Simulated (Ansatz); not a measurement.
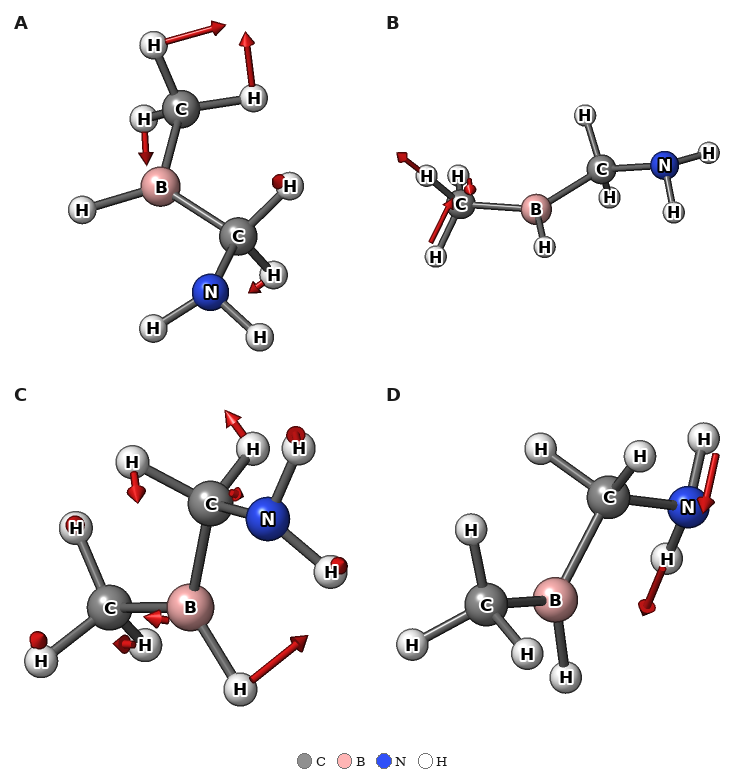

4 normal modes of one molecule or complex, as arrows. Harmonic vibrations computed with RKS PBE0-D4/def2-TZVP (Ansatz 0.2.0) at a stationary point of the same level.

Match the panels to the wavenumbers 1002 cm⁻¹, 1442 cm⁻¹, 3085 cm⁻¹, 3622 cm⁻¹.

Answer. A: 1442 cm⁻¹, H–C–H bending
B: 3085 cm⁻¹, out-of-phase stretching of 3 C–H bonds
C: 1002 cm⁻¹, angle bending
D: 3622 cm⁻¹, out-of-phase stretching of 2 N–H bonds
